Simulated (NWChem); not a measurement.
# CH4S2 (SMILES CSS) at PBE0/6-31G(d) (spherical functions)

Aim: the vertical ionisation energy of CH4S2 at PBE0/6-31G* (spherical functions), from 2 runs. 

The calculation is run with NWChem 7.3.0.

### 1 The molecule

CH4S2: 7 atoms, total charge 0, spin state singlet. SMILES: `CSS`. Geometry: relaxed at PBE0-D4/def2-TZVP. This is one conformer, not always the lowest.

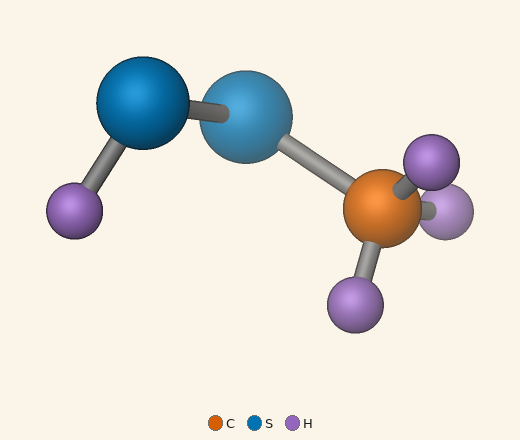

The structure, seen from a chosen angle (carbon orange, sulfur blue, hydrogen purple).

### 2 A single-point energy at PBE0/6-31G(d) (spherical functions)

a.nw

```
start a
title "CH4S2 PBE0"
memory 2200 mb
geometry units atomic noautosym nocenter noautoz
C  -1.43184548  1.00344457 -0.48093530
S   0.77611052  0.59224017  2.07983257
S   3.66398998 -1.34567397  0.43047961
H  -2.21192443 -0.80426744 -1.08489177
H  -0.53913886  1.96399236 -2.06754935
H  -2.95269707  2.18490135  0.26418371
H   2.81115658 -3.72313841  0.77214209
end
basis spherical bse
* library 6-31G*
end
dft
xc pbe0
grid fine
convergence energy 1e-08
maxiter 100
mulliken
noprint "final vectors analysis"
end
task dft energy
```

The run is started by

```
$ nwchem a.nw > a.out
```

Standard output:

```text
[...]
          Wavefunction type:  closed shell.
          No. of atoms     :     7
          No. of electrons :    42
[...]
          Charge           :     0
          Spin multiplicity:     1
[...]
          AO basis - number of functions:    58
[...]
              XC Information
              --------------
                         PBE0 Method XC Functional
                     Hartree-Fock (Exact) Exchange  0.250
          PerdewBurkeErnzerhof Exchange Functional  0.750
            Perdew 1991 LDA Correlation Functional  1.000 local
           PerdewBurkeErnz. Correlation Functional  1.000 non-local
[...]
 d= 0,ls=0.0,diis     1   -836.4873689987 -9.87D+02  1.09D-02  2.47D-01     2.8
[...]
 d= 0,ls=0.0,diis     8   -836.5192264006  1.72D-09  6.08D-06  9.39D-08    13.6
         Total DFT energy =     -836.519226400593
      One electron energy =    -1452.318023912658
           Coulomb energy =      523.657419740655
    Exchange-Corr. energy =      -58.004234850660
 Nuclear repulsion energy =      150.145612622070
[...]
      Total Density - Mulliken Population Analysis
     ---------------------------------------------
    Atom       Charge   Shell Charges
 -----------   ------   -------------------------------------------------------
    1 C    6     6.69   2.00  0.66  2.09  0.74  1.16  0.03
    2 S   16    15.96   2.00  2.00  5.97  1.36  2.98  0.53  1.05  0.08
    3 S   16    16.14   2.00  2.00  5.97  1.37  3.03  0.54  1.16  0.07
    4 H    1     0.78   0.52  0.27
    5 H    1     0.77   0.51  0.26
    6 H    1     0.78   0.51  0.27
    7 H    1     0.87   0.50  0.37
[...]
```

Run time: 15 s. Hardware: 1 thread of AMD EPYC 7R43 (Zen 3), shared host; peak memory 0.11 GiB.

### 3 The doublet cation

work.nw

```
start work
memory 2200 mb
charge 1

geometry noautosym nocenter noautoz
 C     -0.757700     0.531000    -0.254500
 S      0.410700     0.313400     1.100600
 S      1.938900    -0.712100     0.227800
 H     -1.170500    -0.425600    -0.574100
 H     -0.285300     1.039300    -1.094100
 H     -1.562500     1.156200     0.139800
 H      1.487600    -1.970200     0.408600
end

basis spherical bse
 C library 6-31G*
 S library 6-31G*
 H library 6-31G*
end

dft
 xc pbe0
 mult 2
 grid fine
 convergence energy 1e-08
 iterations 100
 mulliken
 print low
end

task dft
```

The run is started by

```
$ nwchem work.nw > work.out
```

Standard output:

```text
[...]
 d= 0,ls=0.0,diis     1   -836.1082262712 -9.86D+02  1.10D-02  1.78D-01     3.7
[...]
 d= 0,ls=0.0,diis    15   -836.1788698548 -4.36D-09  4.13D-07  7.33D-11    41.7
[...]
         Total DFT energy =     -836.178869854783
      One electron energy =    -1441.348935927993
           Coulomb energy =      512.706197005191
    Exchange-Corr. energy =      -57.681754238108
 Nuclear repulsion energy =      150.145623306126
[...]
      Total Density - Mulliken Population Analysis
     ---------------------------------------------
    Atom       Charge   Shell Charges
 -----------   ------   -------------------------------------------------------
    1 C    6     6.77   2.00  0.67  2.10  0.78  1.20  0.03
    2 S   16    15.45   2.00  2.00  5.97  1.45  2.83  0.44  0.67  0.09
    3 S   16    15.94   2.00  2.00  5.97  1.41  3.03  0.50  0.97  0.07
    4 H    1     0.69   0.50  0.19
    5 H    1     0.68   0.50  0.18
    6 H    1     0.69   0.50  0.19
    7 H    1     0.77   0.48  0.29
[...]
      <S2> =      0.7544 (Exact =     0.7500)
[...]
```

Run time: 43 s. Hardware: 1 thread of AMD EPYC 7R43 (Zen 3), shared host; peak memory 0.11 GiB.

### 4 Results

At PBE0/6-31G* (spherical functions):

```
                                          quantity          value
                       singlet CH4S2: total energy  -836.51923 Eh
                      singlet CH4S2: dipole moment         2.07 D
                      doublet cation: total energy  -836.17887 Eh
                              doublet cation: ⟨S²⟩          0.754
vertical ionisation energy (to the doublet cation)       9.262 eV
```

In words: Removing an electron at fixed nuclei costs 9.26 eV (894 kJ/mol). Mulliken charges (doublet cation) run from -0.77 on C1 to +0.55 on S2.
